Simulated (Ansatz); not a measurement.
## BiH3 (model cell, started as ReO3 type): following an unstable mode

Which phase does BiH3 (model cell, started as ReO3 type) fall into along its unstable mode, and how much energy does it gain?

Method: DFT PBEsol, scalar-relativistic, plane waves, PAW, in Ansatz 0.2.0.

The structure was built from a prototype and need not be the compound's stable phase.

## 1. The starting structure

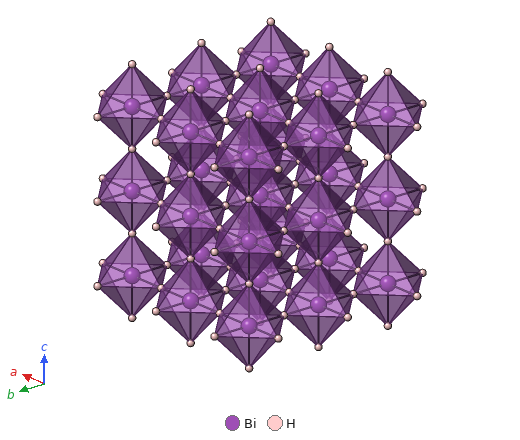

Start, viewed from a free direction; bismuth purple, hydrogen pink. 2×2×2 cells are drawn. Some periodic images of atoms are drawn too.

## 2. The dispersion

The cell comes from relaxations at this level that are not shown. Stability and thermal properties need the whole zone. Linear response on a 4×4×4 q mesh gives force constants as far as a supercell of that size would.

input.yaml

```yaml
crystal:
  lattice:
    - [4.1628261251, 0.0, 0.0]
    - [0.0, 4.1628261251, 0.0]
    - [0.0, 0.0, 4.1628261251]
  atoms:
    - { symbol: Bi, position: [0.0, 0.0, 0.0] }
    - { symbol: H, position: [0.5, 0.0, 0.0] }
    - { symbol: H, position: [0.0, 0.5, 0.0] }
    - { symbol: H, position: [0.0, 0.0, 0.5] }
kpoints:
  mp_grid: { grid: [12, 12, 12] }
hamiltonian:
  xc: pbesol
scf:
  occupations: { method: methfessel_paxton, width: 0.2 }
output:
  eigenvalues: true
phonons:
  method: dfpt
  qmesh: [4, 4, 4]
  temperatures: { t_max: 1000, t_step: 50 }
  qpath:
    path:
      - [[0.0, 0.0, 0.0], [0.0, 0.5, 0.0], [0.5, 0.5, 0.0], [0.0, 0.0, 0.0], [0.5, 0.5, 0.5], [0.0, 0.5, 0.0]]
      - [[0.5, 0.5, 0.5], [0.5, 0.5, 0.0]]
    npoints: 10
```

Started as:

```sh
ansatz run input.yaml --threads 4 --pin off --max-ram 7168MiB --backend cpu --events-out ev --progress --plain --runs-dir out
```

Numbers of over 12 decimals in the logs are rounded to 6 here.

Log:

```text
Engine: ansatz 0.2.0, aarch64-unknown-linux-gnu
Pseudopotentials: kind: paw
Pseudopotential: Bi, paw, valence charge 15, recommended cutoff 420 eV (normal), Bi.paw.azcp
Pseudopotential: H, paw, valence charge 1, recommended cutoff 420 eV (normal), H.paw.azcp
Functional definition: PBEsol
  exchange = pbesol_x
  correlation = pbesol_c
Crystal: 4 atoms, lattice volume = 72.138 Å³
Basis set: ecut = 420 eV, 1365 PW (Γ), exchange–correlation on 60×60×60 points (8 copies of the dense FFT grid, shifted against one another)
Bands: 13, of which v1, the nominal top of the filled ones, is band 9 counted from 1 (8 counted from 0)
Symmetry: 48 space group operations
k-points: 84 of 1728
Non-local potential: Bi, projectors of the file, l = 0: 2, l = 1: 2, l = 2: 2, l = 3: 2
Non-local potential: H, projectors of the file, l = 0: 2, l = 1: 1
PAW form: soft (Blöchl's): semilocal exchange-correlation on the pseudo side does not see the compensation charge
PAW frozen core: Bi, regenerated for the run's functional, and the local potential with it (the file was generated under x = pbe(κ = 0.804, μ = 0.219515), c = pbe(β = 0.066725))
PAW one-centre angular grid: Bi, 590 points (default); XC on 64 Gauss nodes
PAW one-centre angular grid: H, 110 points (default); XC on 64 Gauss nodes
Initial density: superposition of atomic densities (neutral atoms: chi_scale 0, normalization atom), corrected by the library's trained network
Initial wavefunctions: pseudopotential atomic-orbital guess
Functional: x = pbesol(κ = 0.804, μ = 0.123457), c = pbesol(β = 0.046)
SCF iter   1: F=—  HF=-12287.038061 eV  |F-HF|=—  |Δ(HF+E_count)|=         —  Δρ=5.40e-3  dr2=1.62e-2  ethr=1.77e-3  ⟨swp⟩=5.4  Hψ=6080  notcnv=0
preconditioner: auto → none  [metal: Δε(μ)=0.054 eV  Ē_g=9.681 eV  σ=0.200 eV  W_gap=0.23  n_scr=18 (ndim 8)  ℏωp=12.4 eV  f_vac=0.180  D(μ)=0.37/eV (n_scr^D=0)  sad-step TF]
SCF iter   2: F=—  HF=-12287.036409 eV  |F-HF|=—  |Δ(HF+E_count)|=   1.65e-3  S|Δr|=    0.00e0  Δρ=2.63e-3  dr2=4.64e-3  ethr=9.00e-5  ⟨swp⟩=1.0  Hψ=1766  notcnv=0
SCF iter   3: F=—  HF=-12287.039638 eV  |F-HF|=—  |Δ(HF+E_count)|=   3.23e-3  S|Δr|=    0.00e0  Δρ=3.31e-4  dr2=1.18e-4  ethr=2.58e-5  ⟨swp⟩=2.0  Hψ=1450  notcnv=0
SCF iter   4: F=—  HF=-12287.040088 eV  |F-HF|=—  |Δ(HF+E_count)|=   4.50e-4  S|Δr|=    0.00e0  Δρ=1.64e-4  dr2=2.32e-5  ethr=6.55e-7  ⟨swp⟩=2.0  Hψ=1871  notcnv=0
SCF iter   5: F=—  HF=-12287.040089 eV  |F-HF|=—  |Δ(HF+E_count)|=   8.21e-7  S|Δr|=    0.00e0  Δρ=1.97e-5  dr2=3.72e-7  ethr=1.29e-7  ⟨swp⟩=2.0  Hψ=1851  notcnv=0
SCF iter   6: F=—  HF=-12287.040084 eV  |F-HF|=—  |Δ(HF+E_count)|=   4.65e-6  S|Δr|=    0.00e0  Δρ=2.11e-6  dr2=4.87e-9  ethr=2.07e-9  ⟨swp⟩=2.1  Hψ=1452  notcnv=0
SCF iter   7: F=—  HF=-12287.040084 eV  |F-HF|=—  |Δ(HF+E_count)|=   1.37e-8  S|Δr|=    0.00e0  Δρ=4.12e-7  dr2=1.01e-10  ethr=2.70e-11  ⟨swp⟩=2.3  Hψ=1944  notcnv=0
SCF iter   8: F=-12287.040084 eV  HF=-12287.040084 eV  |F-HF|=2.36e-11  |Δ(HF+E_count)|=   1.05e-9  S|Δr|=    0.00e0  Δρ=4.70e-8  dr2=2.14e-12  ethr=1.00e-12  ⟨swp⟩=8.5  Hψ=6720  notcnv=0
SCF 1 converged in 8 iterations: F = -12287.040084 eV  dr2 = 2.14e-12
  Residual-converged pass: ⟨swp⟩=1.0  Hψ=1429  notcnv=0  max |occ|·‖R‖ = 7.0e-9 eV (tolerance 1.0e-8 eV)  dr2=2.14e-12  dr2_onsite=2.06e-13  max |Δocc| = 4.6e-10
  greatest PAW one-centre occupation: 0.989 electrons in one spin orbital (limit 2), on the Bi atom at site 0 (counted from 0), in its partial waves of l = 2
Initial density: read from a saved state, or passed on in memory by an earlier SCF of this step, an earlier step, the calling program or the single point that the run made first
iter 1 solved again at ethr=1.92e-7 eV; its pass at ethr=3.10e-3 eV (dr2=3.46e-5 eV) is discarded
SCF iter   1: F=—  HF=-12287.040082 eV  |F-HF|=—  |Δ(HF+E_count)|=         —  Δρ=3.32e-7  dr2=5.57e-11  ethr=1.92e-7  ⟨swp⟩=3.6  Hψ=9613  notcnv=0
eigensolver tolerance schedule: the retry pair's looser diagonalisation over-reported the residual by 620423.02 of it (diagonalisation noise at an unbounded share of the residual, at the tolerance the schedule requests for it); recorded, not acted on — ethr = c·dr2/N_el stays at c = 1.0e-1
preconditioner: auto → none  [metal: Δε(μ)=0.054 eV  Ē_g=9.728 eV  σ=0.200 eV  W_gap=0.23  n_scr=18 (ndim 8)  ℏωp=12.4 eV  f_vac=0.202  D(μ)=0.33/eV (n_scr^D=0)]
SCF iter   2: F=—  HF=-12287.040084 eV  |F-HF|=—  |Δ(HF+E_count)|=   1.92e-6  S|Δr|=    0.00e0  Δρ=2.02e-7  dr2=2.25e-11  ethr=1.00e-12  ⟨swp⟩=4.0  Hψ=3123  notcnv=0
SCF iter   3: F=-12287.040084 eV  HF=-12287.040084 eV  |F-HF|=5.46e-12  |Δ(HF+E_count)|=  8.73e-11  S|Δr|=    0.00e0  Δρ=1.13e-7  dr2=6.03e-12  ethr=1.00e-12  ⟨swp⟩=4.1  Hψ=3385  notcnv=0
SCF 2 converged in 3 iterations: F = -12287.040084 eV  dr2 = 6.03e-12
phonons: the bands overlap, so this run is a metal and interpolates without the dipole-dipole term. If the crystal is really an insulator or semiconductor, its LO-TO splitting is missing
NSCF: frozen V_eff on 84 k-points
WARN: eigensolver did not converge in 18 slots of this pass, the one above among them; of largest residual over every band (k=5): 1 band(s) unlocked (lowest unlocked band 12, counted from 0; max residual 3.70e-3 eV among the unlocked bands, 3.70e-3 eV over every band); of lowest unlocked band (k=5): band 12
NSCF: frozen V_eff on 343 k-points
DFPT response loops at q = (0, 0, 0) (fractional): preconditioner auto → none (partly filled bands, converged f_vac=0.202); β = 0.50; Broyden in place of MSR1
NSCF: frozen V_eff on 1176 k-points
DFPT response loops at q = (0, 0, 0.25) (fractional): mixed as the last ones told, above
NSCF: frozen V_eff on 686 k-points
DFPT response loops at q = (0, 0, -0.5) (fractional): mixed as the last ones told, above
NSCF: frozen V_eff on 2016 k-points
DFPT response loops at q = (0, 0.25, 0.25) (fractional): mixed as the last ones told, above
NSCF: frozen V_eff on 1176 k-points
DFPT response loops at q = (0, 0.25, -0.5) (fractional): mixed as the last ones told, above
NSCF: frozen V_eff on 686 k-points
DFPT response loops at q = (0, -0.5, -0.5) (fractional): mixed as the last ones told, above
NSCF: frozen V_eff on 3456 k-points
DFPT response loops at q = (0.25, 0.25, 0.25) (fractional): mixed as the last ones told, above
NSCF: frozen V_eff on 2016 k-points
DFPT response loops at q = (0.25, 0.25, -0.5) (fractional): mixed as the last ones told, above
NSCF: frozen V_eff on 1176 k-points
DFPT response loops at q = (0.25, -0.5, -0.5) (fractional): mixed as the last ones told, above
NSCF: frozen V_eff on 686 k-points
DFPT response loops at q = (-0.5, -0.5, -0.5) (fractional): mixed as the last ones told, above
SCF converged after 8 iterations
Stability not checked: this state was not tested for a lower state beside it, because cold or Methfessel-Paxton smearing, or corrected tetrahedra, fill the levels in a way that the test cannot read (fill_not_monotonic; see scf.lower_state_search)
Free energy (F): -12287.040084 eV
Harris-Foulkes:  -12287.040084 eV  (|F-HF|=2.36e-11)
Internal energy: -12287.041886 eV  (E = F + TS)
E sigma→0 (E₀):  -12287.040535 eV
Entropy (-TS):   0.001802 eV (0.451 meV/atom)
Fermi energy:    3.561859 eV
--- Per-component energies (eV) ---
  E_band       = -211.635389
  E_kinetic    = 339.764250
  E_local      = -2083.217538  (includes V_loc(G=0)·N_el)
  E_nonlocal   = 567.205000
  E_hartree    = 715.166186
  E_xc         = -175.103444
  E_vxc        = -176.398888  (∫ρ·V_xc dr)
  E_paw        = -10511.110997  (= ΣΔE_a)
  E_vpaw       = -289.316915  (= ΣTr[D̂ρ^β])
  E_aug_tail   = -0.003730  (compensation charges beyond the density's cutoff)
  E_ewald      = -1139.831365
  E_core_change = 0.089752  (= ΣΔE_core)
  E_smearing   = 0.001802  (= −TS)
  E_closure    = 0.000000  (closes the sum)
  Σ components = -12287.040084   (vs F -12287.040084, Δ=0.00e0)
--- Band table (eV; the first three rows and the last of 84) ---
  k-point 0: bands = [... 5 lower, -8.9656, 1.7273, 1.7273, 3.4749, 3.4749, 3.4749, 4.8138, 10.9216]
  k-point 1: bands = [... 5 lower, -8.9312, 1.1335, 1.7374, 3.5047, 3.5047, 3.6035, 5.4294, 10.6883]
  k-point 2: bands = [... 5 lower, -8.8328, 0.0904, 1.7654, 3.5883, 3.5883, 3.7543, 6.7454, 10.1607]
  k-point 83: bands = [... 5 lower, -6.8535, -1.8865, -1.8865, -1.8865, 7.4214, 7.4214, 7.4214, 9.8784]
--- Phonons (Γ-DFPT): 3 representative perturbations + reference (Σ response iterations 9) ---
  ASR residual: 7.873e-5 → 0.000e0 eV/Å²; symmetrization residual: 3.376e-7 eV/Å²
  ASR residual per site (eV/Å²): 7.87e-5 1.01e-5 1.01e-5 1.01e-5
  Γ frequencies (cm⁻¹): -1283.96 -1283.96 -1283.96 0.00 0.00 0.00 455.11 455.11 455.11 476.45 476.45 476.45
--- Phonons (arbitrary-q DFPT): 10 irreducible q on the 4×4×4 mesh ---
  q = [0.0000, 0.0000, 0.0000] (star 1, of the zone-centre solve; hermiticity 1.11e-7, symmetrization 5.78e-13): -1283.96 -1283.96 -1283.96 -0.00 -0.00 0.00 455.11 455.11 455.11 476.45 476.45 476.45
  q = [0.0000, 0.0000, 0.2500] (star 6, 7 solved perturbations in 3612 linear systems a pass and spin channel, the states on 588 of 1728 k-point pairs; hermiticity 1.27e-7, symmetrization 2.52e-13): -1310.12 -1310.12 17.91 17.91 73.28 459.35 459.35 459.35 461.87 473.61 473.61 1235.53
  q = [0.0000, 0.0000, -0.5000] (star 3, 7 solved perturbations in 2107 linear systems a pass and spin channel, the states on 343 of 1728 k-point pairs; hermiticity 1.25e-7, symmetrization 4.18e-13): -1347.50 -1347.50 29.84 29.84 103.44 449.18 455.24 455.24 458.26 466.54 466.54 1414.69
  q = [0.0000, 0.2500, 0.2500] (star 12, 7 solved perturbations in 6132 linear systems a pass and spin channel, the states on 1008 of 1728 k-point pairs; hermiticity 1.20e-7, symmetrization 8.37e-14): -1315.94 25.35 72.80 80.56 348.99 450.40 462.22 468.35 471.00 559.18 1206.73 1276.92
  q = [0.0000, 0.2500, -0.5000] (star 12, 12 solved perturbations on 588 of 1728 k-point pairs; hermiticity 9.22e-8, symmetrization 8.20e-14): -1344.17 34.85 83.34 104.51 289.48 443.65 447.65 452.89 470.56 602.96 1234.78 1422.22
  q = [0.0000, -0.5000, -0.5000] (star 3, 7 solved perturbations in 2107 linear systems a pass and spin channel, the states on 343 of 1728 k-point pairs; hermiticity 5.15e-8, symmetrization 6.82e-14): -1376.93 41.90 112.93 112.93 200.11 430.34 430.34 450.74 450.74 668.13 1373.18 1453.82
  q = [0.2500, 0.2500, 0.2500] (star 8, 3 solved perturbations in 3600 linear systems a pass and spin channel, the states on 1728 of 1728 k-point pairs; hermiticity 1.26e-7, symmetrization 2.50e-12): 75.66 75.66 86.35 344.04 348.08 348.08 551.59 551.59 562.79 1163.93 1283.37 1283.37
  q = [0.2500, 0.2500, -0.5000] (star 12, 7 solved perturbations in 6132 linear systems a pass and spin channel, the states on 1008 of 1728 k-point pairs; hermiticity 8.74e-8, symmetrization 4.81e-13): 81.99 88.11 105.73 283.66 288.97 342.78 551.30 595.56 603.65 1183.70 1287.36 1431.87
  q = [0.2500, -0.5000, -0.5000] (star 6, 7 solved perturbations in 3612 linear systems a pass and spin channel, the states on 588 of 1728 k-point pairs; hermiticity 9.84e-8, symmetrization 3.18e-13): 89.94 113.49 113.49 197.73 282.13 282.13 595.98 595.98 665.79 1214.05 1396.56 1461.75
  q = [-0.5000, -0.5000, -0.5000] (star 1, 3 solved perturbations in 735 linear systems a pass and spin channel, the states on 343 of 1728 k-point pairs; hermiticity 1.73e-13, symmetrization 2.20e-12): 120.27 120.27 120.27 195.67 195.67 195.67 663.51 663.51 663.51 1310.73 1464.29 1464.29
  sum rule: each row above includes the acoustic sum rule's correction from the zone centre's row sums; it moved no ω² by more than (1.65 cm⁻¹)²
  mesh force constants: q→R imaginary residual 2.52e-48; ASR residual 7.873e-5 → 0.000e0 eV/Å²; symmetrization residual 5.329e-15 eV/Å²
  interpolated dispersion: 62 rows × 12 modes
  density of states and harmonic sums: on the 16×16×16 q-mesh, interpolated from the force constants of a 4×4×4 supercell (no non-analytic term)
  largest difference from the sums on the solved wave vectors: F 1.64e-2 eV, S 1.29e-5 and C_V 8.15e-6 eV/K
  zero-point energy: 0.346455 eV/cell   skipped modes (ω ≤ 0): 168, of them read as no rigid motion or as one in doubt: 165 (9.375e-1 modes/cell left out, lowest -1376.93 cm⁻¹)   left out of the sums: 7.82e-2 of the cell's modes: C_V's classical limit lies that fraction below 3 k_B per atom; for a crystal, a wire or a layer, F and S can be off by more, and a phonons.interpolated_qmesh denser along its periods is the remedy for the sampling
```

Run time: 11 min. Hardware: 4 threads of Arm Neoverse V2, shared host; peak memory 3.6 GiB.

The column dr2 measures how far the density is from self-consistency, as an energy; F and HF (Harris–Foulkes) agree once it is small.

Numbers from this step:

```yaml
volume_per_atom: 18.03 Å³
gap_on_the_k_mesh: 0 eV
sum_rule_residual_before_enforcement: 7.87e-5 eV/Å²
lowest_frequency_on_the_path: -1377 cm⁻¹
point_group: m-3m
highest_frequency_on_the_path_or_at_a_solved_wavevector: 1522 cm⁻¹
highest_optical_mode_at_the_zone_centre_no_lo_to_term: 476.4 cm⁻¹
lowest_optical_zone_centre_mode: -1284 cm⁻¹
lowest_mode_on_the_q_mesh_acoustic_modes_at_gamma_apart: -1377 cm⁻¹
```

Frequencies (cm⁻¹) solved at each irreducible wavevector; negative means imaginary. Frequencies by wavevector, by row:

```csv
q in reciprocal lattice units,star,mode 1,mode 2,mode 3,mode 4,mode 10,mode 11,mode 12
0 0 0,1,-1284,-1284,-1284,0,476.4,476.4,476.4
0 0 0.25,6,-1310,-1310,17.9,17.9,473.6,473.6,1236
0 0 -0.5,3,-1348,-1348,29.8,29.8,466.5,466.5,1415
0 0.25 0.25,12,-1316,25.4,72.8,80.6,559.2,1207,1277
0 0.25 -0.5,12,-1344,34.9,83.3,104.5,603,1235,1422
0 -0.5 -0.5,3,-1377,41.9,112.9,112.9,668.1,1373,1454
0.25 0.25 0.25,8,75.7,75.7,86.3,344,1164,1283,1283
0.25 0.25 -0.5,12,82,88.1,105.7,283.7,1184,1287,1432
0.25 -0.5 -0.5,6,89.9,113.5,113.5,197.7,1214,1397,1462
-0.5 -0.5 -0.5,1,120.3,120.3,120.3,195.7,1311,1464,1464
```

Interpolated from a 4×4×4 q mesh. The phonon branches at the labelled points (cm⁻¹):

| point | branch 1 | branch 2 | branch 3 | branch 4 | branch 9 | branch 10 | branch 11 | branch 12 |
| --- | --- | --- | --- | --- | --- | --- | --- | --- |
| Γ | -1284 | -1284 | -1284 | 0 | 455 | 476 | 476 | 476 |
| X | -1348 | -1348 | 30 | 30 | 458 | 466 | 466 | 1415 |
| M | -1377 | 42 | 113 | 113 | 451 | 668 | 1373 | 1454 |
| Γ | -1284 | -1284 | -1284 | 0 | 455 | 476 | 476 | 476 |
| R | 120 | 120 | 120 | 196 | 664 | 1311 | 1464 | 1464 |
| X | -1348 | -1348 | 30 | 30 | 458 | 466 | 466 | 1415 |
| jump to R | 120 | 120 | 120 | 196 | 664 | 1311 | 1464 | 1464 |
| M | -1377 | 42 | 113 | 113 | 451 | 668 | 1373 | 1454 |

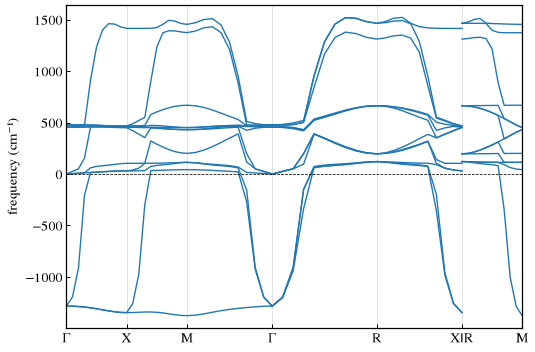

Phonon branches along the path.

Symmetry leaves 10 wavevectors to solve. The lowest mode among them, the acoustic zeros apart, lies at q = (0, -0.5, -0.5) and is imaginary, 1376.9i cm⁻¹, so the energy falls along it.

## 3. The mode frozen in, largest atomic shift 0 Å

The mode followed lies at q = (0, -0.5, -0.5) with frequency 1376.9i cm⁻¹, the softest among the wavevectors solved. At small amplitude the distorted cell has space group no. 129 by a symmetry search on the positions. The undistorted cell that holds it gives the zero of energy on the same k mesh.

System of this step: BiH3 (model cell, started as ReO3 type). Symmetry: Pm-3m, No. 221, cubic system. Conventional cell: a = 4.163 Å, b = 4.163 Å, c = 4.163 Å, α = 90.00°, β = 90.00°, γ = 90.00°. Bi has 6 H at 2.08 Å nearest. Nearest to H lie 2 Bi at 2.08 Å. Nearest to H lie 2 Bi at 2.08 Å. Farther neighbours are not listed.

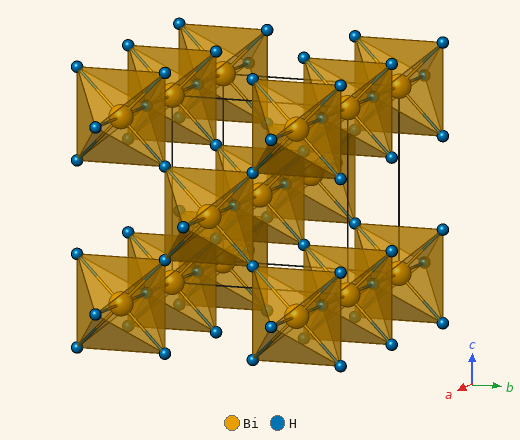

The cell of this step (bismuth orange, hydrogen blue). 2×1×1 cells are drawn. Some periodic images of atoms are drawn too.

input.yaml

```yaml
crystal:
  lattice:
    - [-4.1628261251, 0.0, 0.0]
    - [0.0, -4.1628261251, -4.1628261251]
    - [0.0, -4.1628261251, 4.1628261251]
  atoms:
    - { symbol: Bi, position: [0.0, 0.5, 0.5] }
    - { symbol: Bi, position: [0.0, 1.0, 0.0] }
    - { symbol: H, position: [0.5, 1.0, 0.0] }
    - { symbol: H, position: [0.5, 0.5, 0.5] }
    - { symbol: H, position: [0.0, 0.75, 0.75] }
    - { symbol: H, position: [0.0, 0.25, 0.25] }
    - { symbol: H, position: [0.0, 0.25, 0.75] }
    - { symbol: H, position: [0.0, 0.75, 0.25] }
kpoints:
  mp_grid: { grid: [8, 6, 6] }
hamiltonian:
  xc: pbesol
scf:
  occupations: { method: methfessel_paxton, width: 0.2 }
output:
  forces: true
  stress: true
  eigenvalues: true
```

Log:

```text
[...]
Crystal: 8 atoms, lattice volume = 144.276 Å³
Basis set: ecut = 420 eV, 2737 PW (Γ), exchange–correlation on 60×80×80 points (8 copies of the dense FFT grid, shifted against one another)
Bands: 26, of which v1, the nominal top of the filled ones, is band 18 counted from 1 (17 counted from 0)
Symmetry: 32 space group operations
[...]
k-points: 50 of 288
[...]
k-point 0: bands = [... 14 lower, 1.7158, 1.7445, 3.3319, 3.4716, 3.4716, 3.4774, 4.4568, 4.8148, ... 4 higher]
  k-point 1: bands = [... 14 lower, 0.9817, 1.3686, 3.1127, 3.2973, 3.5369, 4.3847, 4.3848, 5.7505, ... 4 higher]
  k-point 2: bands = [... 14 lower, -0.0637, 0.4585, 2.9887, 3.1995, 3.7037, 4.1927, 5.9473, 7.1234, ... 4 higher]
  k-point 49: bands = [... 14 lower, -2.1142, -2.1142, 3.2942, 3.2942, 4.4489, 4.4489, 6.3113, 6.3113, ... 4 higher]
[key lines of the parts left out:]
SCF converged after 6 iterations
Free energy (F): -24574.041319 eV
Fermi energy:    3.607801 eV
P = ⅓ Tr σ = 0.0006 GPa (0.006 kbar)
```

Wall time 2.5 s (4 threads); peak memory 0.48 GiB; 9.1 s of CPU time.

This step gave:

| Item | Value |
| --- | --- |
| pressure | 6.00e-4 GPa |
| energy from the undistorted cell | 0 meV/atom |

The run ends at a pressure of 0.00 GPa.

## 4. The mode frozen in, largest atomic shift 0.22 Å

The atoms are moved along the unstable eigenvector, the largest shift by 0.22 Å, with the cell fixed.

input.yaml, the sections that differ from step 3:

```yaml
crystal:
  lattice:
    - [-4.1628261251, 0.0, 0.0]
    - [0.0, -4.1628261251, -4.1628261251]
    - [0.0, -4.1628261251, 4.1628261251]
  atoms:
    - { symbol: Bi, position: [0.0002162952, 0.5, 0.5] }
    - { symbol: Bi, position: [-0.0002162952, 1.0, 0.0] }
    - { symbol: H, position: [0.5528487122, 1.0, 0.0] }
    - { symbol: H, position: [0.4471512878, 0.5, 0.5] }
    - { symbol: H, position: [0.0, 0.75, 0.75] }
    - { symbol: H, position: [0.0, 0.25, 0.25] }
    - { symbol: H, position: [0.0, 0.25, 0.75] }
    - { symbol: H, position: [0.0, 0.75, 0.25] }
# kpoints, hamiltonian, scf, output: as in step 3
```

Log:

```text
[...]
Crystal: 8 atoms, lattice volume = 144.276 Å³
Basis set: ecut = 420 eV, 2737 PW (Γ), exchange–correlation on 60×80×80 points (8 copies of the dense FFT grid, shifted against one another)
Bands: 26, of which v1, the nominal top of the filled ones, is band 18 counted from 1 (17 counted from 0)
Symmetry: 16 space group operations
[...]
k-points: 50 of 288
[...]
k-point 0: bands = [... 14 lower, 1.4437, 1.7523, 2.3702, 3.5084, 3.5084, 4.4137, 4.5766, 5.1994, ... 4 higher]
  k-point 1: bands = [... 14 lower, 1.0185, 1.1685, 2.3896, 2.9461, 4.4209, 4.5780, 4.7331, 5.8547, ... 4 higher]
  k-point 2: bands = [... 14 lower, -0.0266, 0.3898, 2.4355, 2.5960, 4.5883, 4.7097, 5.9820, 7.1487, ... 4 higher]
  k-point 49: bands = [... 14 lower, -2.1070, -2.1070, 3.3291, 3.3291, 4.4868, 4.4868, 6.3311, 6.3311, ... 4 higher]
[key lines of the parts left out:]
SCF converged after 6 iterations
Free energy (F): -24574.181596 eV
Fermi energy:    3.662611 eV
P = ⅓ Tr σ = 1.0390 GPa (10.390 kbar)
```

It took 2.6 s on 4 threads; peak memory 0.49 GiB; 9.7 s of CPU time.

This step gave:

| Property | Result |
| --- | --- |
| pressure | 1.039 GPa |
| energy from the undistorted cell | -17.45 meV/atom |

The energy, extrapolated to zero smearing, is -17.45 meV/atom against the undistorted cell.

The run ends at a pressure of 1.04 GPa, with forces up to 0.12 eV/Å.

[end of part 1 of 3]

[Logs are printed without paths, hosts, clocks, repeated set-up lines and the standing remarks that a program may print on its own settings, such as how far it seeks lower states.]

[Hosts, paths, dates, database ids (printed as entryN), source tags and the programs' standing remarks are cut or masked in the printed files.]
